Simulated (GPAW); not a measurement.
# Dielectric function and optical constants of TiSi2 (Zhiqinite), part 2 of 2

Aim: the dielectric function of TiSi2 (Zhiqinite), and the optical constants that follow from it. The cell comes from an older database entry, whose edges can differ from later determinations, mostly by under a per cent.

GPAW 26.7.0; DFT, PBE, plane-wave PAW (GPAW data sets), scalar-relativistic, RPA, optical limit.

So far. Step 2 (Ground state): There are states at the Fermi level within the smearing, so the occupations stay smeared and the carriers get a Drude term.

The database entry behind the starting cell is an old determination (1939), so it need not match the best structure at ambient conditions.

### Step 4. Dielectric function, RPA

Transitions between filled and empty bands, summed over the zone, give the optical response, so mesh, band count and broadening shape it.

The induced potential is part of this response.

This step: DFT, PBE, plane-wave PAW (GPAW data sets), scalar-relativistic, RPA, optical limit (GPAW 26.7.0).

File df.py:

```python
from gpaw.response.df import DielectricFunction

df = DielectricFunction('full.gpw', frequencies={'type': 'nonlinear', 'domega0': 0.03, 'omega2': 8},
                        ecut=80,
                        eta=0.1,
                        nbands=54,
                        rate=0.05,
                        txt='df.txt')
for direction in ['x', 'y', 'z']:
    df.get_dielectric_function(xc='RPA', direction=direction, filename=f'df_{direction}.csv')
```

Run with:

```bash
$ OMP_NUM_THREADS=1 python df.py
```

Numbers of over 12 decimals in the logs are rounded to 6 here.

Log:

```text
Using integrator: PointIntegrator
NonLinearFrequencyDescriptor(from 0.000 to 77.231 eV, 516 points)
Nonperiodic BCs:  [False False False]
Using integrator: PointIntegrator
NonLinearFrequencyDescriptor(from 0.000 to 77.231 eV, 516 points)
Nonperiodic BCs:  [False False False]
Using integrator: PointIntegrator

Calculating chi0 body with:
    Ground state adapter containing:
    Number of spins: 1
    Number of kpoints: 1000
    Number of irreducible kpoints: 171
    Number of completely occupied states: 17
    Number of partially occupied states: 22

    Linear response parametrization:
    q_c: [0.0, 0.0, 0.0]
    Number of frequency points: 516
    Planewave cutoff: 80.0
    Number of bands: 54
    Number of planewaves: 135
    Broadening (eta): 0.1

Integrating chi0 body.

Symmetries of q_c:
    Direct symmetries (Uq -> q): 4
    Indirect symmetries (TUq -> q): 4
In total 8 allowed symmetries.

171 groups of equivalent kpoints. 82.900000% reduction.

Integral kind: spectral function

Calculating chi0 optical extensions with:
    Ground state adapter containing:
    Number of spins: 1
    Number of kpoints: 1000
    Number of irreducible kpoints: 171
    Number of completely occupied states: 17
    Number of partially occupied states: 22

    Linear response parametrization:
    Number of frequency points: 516
    Planewave cutoff: 80.0
    Number of bands: 54
    Number of planewaves: 135
    Broadening (eta): 0.1
Integrating chi0 head and wings.

Symmetries of q_c:
    Direct symmetries (Uq -> q): 4
    Indirect symmetries (TUq -> q): 4
In total 8 allowed symmetries.

171 groups of equivalent kpoints. 82.900000% reduction.

Integral kind: spectral function wings

Calculating drude chi0 with:
    Number of frequency points:516
    Plasma frequency decay rate: 0.05 eV

    Ground state adapter containing:
    Number of spins: 1
    Number of kpoints: 1000
    Number of irreducible kpoints: 171
    Number of completely occupied states: 17
    Number of partially occupied states: 22

Symmetries of q_c:
    Direct symmetries (Uq -> q): 4
    Indirect symmetries (TUq -> q): 4
In total 8 allowed symmetries.

171 groups of equivalent kpoints. 82.900000% reduction.

Integral kind: intraband
Plasma frequency:
[[4.63+0.j 0.  -0.j 0.  -0.j]
 [0.  -0.j 5.01+0.j 0.  +0.j]
 [0.  -0.j 0.  +0.j 3.58-0.j]]
```

The job ended after 2.9 min (1 thread of Arm Neoverse V2, shared host; peak memory 0.73 GiB).

This step gave:

```
centre of weight of the strongest loss peak in the window : 19.28 eV
```

Some rows of df_x.csv (energy; Re and Im without local fields; Re and Im with them):

```text
0.000000, 8618.328572, 0.000000, 8617.793935, 0.000000
0.555532, -40.127836, 25.990881, -40.738757, 25.992761
1.143969, 12.616248, 21.857016, 12.047395, 21.465770
1.768324, 8.351855, 19.966243, 8.046716, 19.638170
2.431988, 10.387772, 15.517704, 9.766567, 15.311976
3.138794, 6.475646, 20.491716, 6.164767, 19.808681
3.893091, 5.613663, 19.705311, 5.547525, 18.770970
4.699832, 1.852841, 20.759453, 2.276624, 20.016546
5.564682, -7.611448, 18.284723, -7.160368, 18.084789
6.494155, -10.651244, 9.116812, -10.321574, 9.253712
7.495775, -7.637589, 4.823006, -7.366410, 4.883927
8.578281, -5.266582, 2.358731, -5.140171, 2.416079
9.751884, -3.918829, 1.251238, -3.869228, 1.411395
11.028587, -2.591123, 0.719566, -2.570977, 0.809563
12.422601, -1.679528, 0.388796, -1.700539, 0.454383
13.950874, -1.047939, 0.252817, -1.077219, 0.310289
15.633783, -0.568125, 0.157590, -0.614812, 0.205047
17.496047, -0.198187, 0.099997, -0.241763, 0.130939
19.567954, 0.093482, 0.071366, 0.037252, 0.091887
21.887015, 0.310395, 0.042300, 0.245936, 0.070999
24.500258, 0.511742, 0.022995, 0.416824, 0.038957
```

The Im ε has structure finer than the step of the table below, so its rows give means over 1 eV, whole bins alone (the curve runs from 0.305 to 24.8 eV). Peaks (eV: height): E ∥ x 1.2: 22.8, 2.9: 20.6, 5.0: 21.2; E ∥ y 2.2: 22.2, 4.8: 20.7; E ∥ z 4.0: 24.4.

Sum at mesh points, not converged in k. Im ε against photon energy; means over each step:

```
photon energy (eV)   E ∥ x   E ∥ y   E ∥ z
                 1    19.6    29.1    25.1
                 2    18.0    19.2    18.2
                 3    18.6    15.7    18.9
                 4    18.4    15.5    21.5
                 5    20.1    19.4    18.3
                 6    14.1    14.3    12.5
                 7    6.59    6.58    6.85
                 8    3.56    3.53    3.33
                 9    2.16    2.08    1.99
                10    1.27    1.33    1.32
                11   0.833   0.983   0.965
                12   0.579   0.690   0.698
                13   0.409   0.483   0.498
                14   0.305   0.392   0.378
                15   0.255   0.283   0.276
                16   0.189   0.208   0.193
                17   0.150   0.163   0.164
                18   0.119   0.136   0.133
                19   0.102   0.114   0.107
                20  0.0864   0.109  0.0897
                21  0.0770  0.0930  0.0774
                22  0.0677  0.0754  0.0585
                23  0.0482  0.0622  0.0418
                24  0.0421  0.0372  0.0292
```

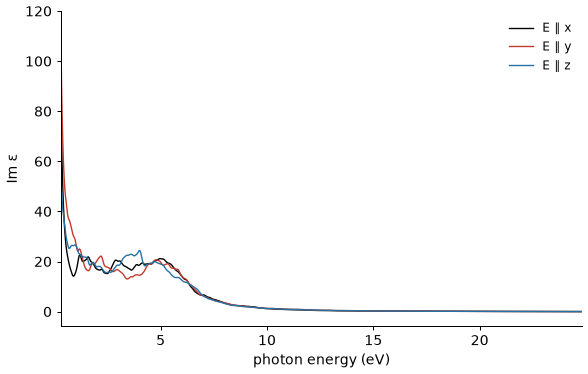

Im ε against photon energy.

Values under 1 per cm are given as 1; sum at mesh points, not converged in k. The absorption coefficient by photon energy:

| photon energy (eV) | E ∥ x (1/cm) | E ∥ y (1/cm) | E ∥ z (1/cm) |
| --- | --- | --- | --- |
| 1.01 | 2.2e5 | 4.4e5 | 3.0e5 |
| 1.99 | 4.7e5 | 5.2e5 | 4.6e5 |
| 3.02 | 8.0e5 | 7.9e5 | 6.9e5 |
| 3.98 | 1.1e6 | 9.1e5 | 1.3e6 |
| 4.98 | 1.7e6 | 1.7e6 | 1.7e6 |
| 6.02 | 2.2e6 | 2.2e6 | 2.0e6 |
| 6.99 | 2.1e6 | 2.2e6 | 2.2e6 |
| 8.03 | 2.1e6 | 2.1e6 | 2.1e6 |
| 9.02 | 2.0e6 | 2.0e6 | 1.9e6 |
| 10.03 | 1.9e6 | 1.9e6 | 1.8e6 |
| 11.03 | 1.8e6 | 1.8e6 | 1.7e6 |
| 12.02 | 1.7e6 | 1.7e6 | 1.7e6 |
| 13.00 | 1.6e6 | 1.6e6 | 1.6e6 |
| 14.04 | 1.5e6 | 1.5e6 | 1.5e6 |
| 14.96 | 1.3e6 | 1.4e6 | 1.4e6 |
| 16.03 | 1.2e6 | 1.2e6 | 1.2e6 |
| 16.96 | 1.0e6 | 1.0e6 | 1.0e6 |
| 18.05 | 7.7e5 | 7.8e5 | 7.8e5 |
| 18.97 | 5.0e5 | 5.3e5 | 5.1e5 |
| 20.06 | 2.6e5 | 3.3e5 | 2.7e5 |
| 20.95 | 1.9e5 | 2.4e5 | 2.0e5 |
| 22.02 | 1.5e5 | 1.7e5 | 1.3e5 |
| 23.01 | 94020 | 1.3e5 | 83483 |
| 24.04 | 85112 | 69215 | 51580 |

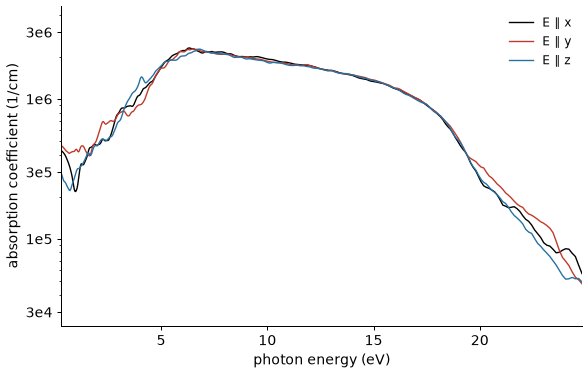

Absorption coefficient, plotted against photon energy.

The loss function −Im 1/ε at q → 0 has structure finer than the step of the table below, so its rows give means over 2.5 eV, whole bins alone (the curve runs from 0.305 to 24.8 eV). Peaks (eV: height): E ∥ x 19.45: 9.90; E ∥ y 19.21: 9.31; E ∥ z 19.33: 9.78.

Sum at mesh points, not converged in k. Table of loss function −Im 1/ε at q → 0 by energy loss; means over each step:

```csv
energy loss (eV),E ∥ x,E ∥ y,E ∥ z
2.5,0.0449,0.0547,0.0402
5.0,0.0489,0.0521,0.0524
7.5,0.0613,0.0634,0.0636
10.0,0.0938,0.109,0.112
12.5,0.164,0.196,0.204
15.0,0.415,0.438,0.433
17.5,2.43,2.43,2.51
20.0,5.94,5.66,5.80
22.5,0.753,0.920,0.676
```

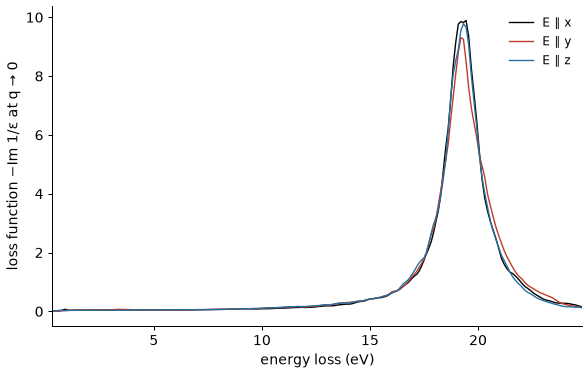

Loss function −Im 1/ε at q → 0 against energy loss.

The Im ε, E ∥ x has structure finer than the step of the table below, so its rows give means over 1 eV, whole bins alone (the curve runs from 0.305 to 24.8 eV). Peaks (eV: height): without local fields 1.2: 23.1, 2.9: 21.3, 4.9: 21.7; with local fields 1.2: 22.8, 2.9: 20.6, 5.0: 21.2.

Sum at mesh points, not converged in k. Table of Im ε, E ∥ x by photon energy; means over each step:

```
photon energy (eV)  without local fields  with local fields
                 1                  19.8               19.6
                 2                  18.2               18.0
                 3                  19.2               18.6
                 4                  19.3               18.4
                 5                  20.6               20.1
                 6                  14.2               14.1
                 7                  6.55               6.59
                 8                  3.45               3.56
                 9                  2.05               2.16
                10                  1.14               1.27
                11                 0.739              0.833
                12                 0.489              0.579
                13                 0.347              0.409
                14                 0.251              0.305
                15                 0.200              0.255
                16                 0.148              0.189
                17                 0.121              0.150
                18                0.0915              0.119
                19                0.0758              0.102
                20                0.0692             0.0864
                21                0.0537             0.0770
                22                0.0404             0.0677
                23                0.0279             0.0482
                24                0.0223             0.0421
```

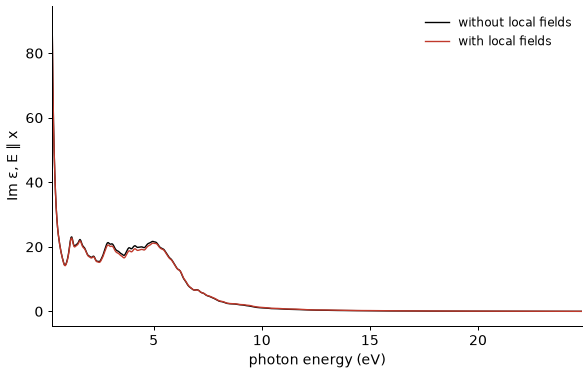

Im ε, E ∥ x against photon energy.

Sum at mesh points, not converged in k. The reflectivity at normal incidence by photon energy; read off at these points:

```
photon energy (eV)  E ∥ x (%)  E ∥ y (%)  E ∥ z (%)
               1.0       44.4       64.6       53.8
               1.2       51.1       58.7       51.2
               2.0       46.0       49.4       46.7
               3.0       49.3       47.3       47.3
               4.0       48.6       43.7       55.7
               5.0       55.5       55.1       57.0
               6.0       64.6       63.6       61.4
               7.0       67.5       69.6       70.8
               8.0       73.5       70.6       72.6
               8.3       74.2       72.9       74.0
               9.0       72.1       72.7       72.3
              10.0       75.7       73.1       72.9
              11.0       76.2       72.2       71.1
              12.0       77.0       73.9       72.2
              12.2       77.7       74.4       71.4
              12.3       78.1       74.4       71.4
              13.0       75.4       71.2       71.7
              14.0       75.8       70.2       71.3
              15.0       71.4       70.3       70.6
              16.0       71.4       69.0       71.0
              17.0       67.9       66.0       65.5
              18.0       62.7       59.0       58.3
              19.0       46.8       45.5       45.1
              20.0       27.5       25.7       26.9
              21.0       16.3       16.7       16.2
              22.0       10.8       11.0       10.7
              23.0       7.47       7.77       7.24
              24.0       5.19       5.65       5.00
```

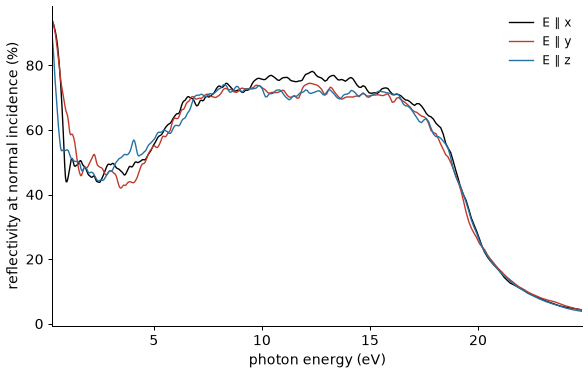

Reflectivity at normal incidence, plotted against photon energy.

Optical constants at common wavelengths, from n + ik = √ε:

| wavelength (nm) | n x | k x | R (%) x | 1/α x | n y | k y | R (%) y | 1/α y |
| --- | --- | --- | --- | --- | --- | --- | --- | --- |
| 1550 | 2.27 | 3.510 | 60.5 | 35 nm | 3.24 | 5.169 | 71.0 | 24 nm |
| 1064 | 4.27 | 2.597 | 50.5 | 33 nm | 3.39 | 3.667 | 58.6 | 23 nm |
| 800 | 4.15 | 2.592 | 50.1 | 25 nm | 3.23 | 2.558 | 47.1 | 25 nm |
| 450 | 4.13 | 2.282 | 47.6 | 16 nm | 3.22 | 2.485 | 46.3 | 14 nm |
| 365 | 3.47 | 2.569 | 47.8 | 11 nm | 2.95 | 2.225 | 42.6 | 13 nm |
| 308 | 3.53 | 2.655 | 48.8 | 9.2 nm | 3.26 | 2.234 | 43.7 | 11 nm |
| 193 | 1.41 | 3.523 | 69.1 | 4.4 nm | 1.53 | 3.481 | 66.9 | 4.4 nm |

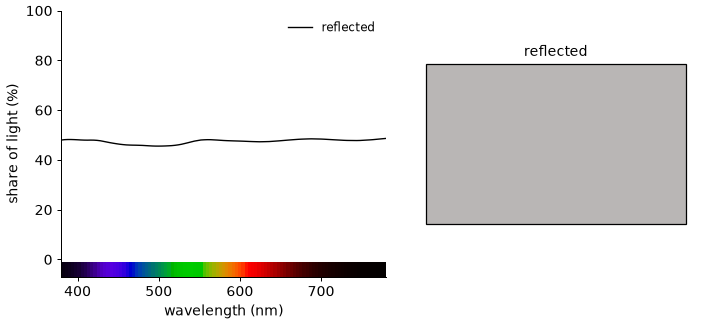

Light reflected across the visible range, with the colour that it makes of daylight (sRGB).

In reflection the computed colour is light grey: x = 0.316, y = 0.330, luminous reflectivity 47 %.

### Step 5. Results

| Item | Value |
| --- | --- |
| centre of weight of the strongest loss peak in the window, first axis | 19.3 eV |

**Reading.** At this level (PBE, RPA) TiSi2 is a metal. The mesh is too coarse to trust the carriers' weight, the reflectivity or the colour to better than tens of per cent. In reflection the computed colour is light grey: x = 0.316, y = 0.330, luminous reflectivity 47 %. The carriers' damping of 0.05 eV is typed, not computed; it shapes the response at the lowest energies. The curves end at 25 eV, about where the summed bands run out. In this version of GPAW the matrix elements of the optical limit are incomplete, which can lower ε − 1 by up to a tenth where first-row anions or d states rule, and shift it by more in d metals. GPAW's carrier term has the form −ωp²/(ω + i·rate)², which damps like twice the rate and fails at low energy, so the curves leave the lowest energies out. The sum runs over mesh points 0.17 Å⁻¹ apart with no interpolation, so peaks are partly noise of the mesh, and the Drude plasma energy, a sum over the Fermi surface, isn't converged.

[Machine, clock and banner lines and Python warnings are left out of the logs.]

[Logs are printed without paths, hosts, clocks, repeated set-up lines and the standing remarks that a program may print on its own settings, such as how far it seeks lower states.]

[Hosts, paths, dates, database ids (printed as entryN), source tags and the programs' standing remarks are cut or masked in the printed files.]
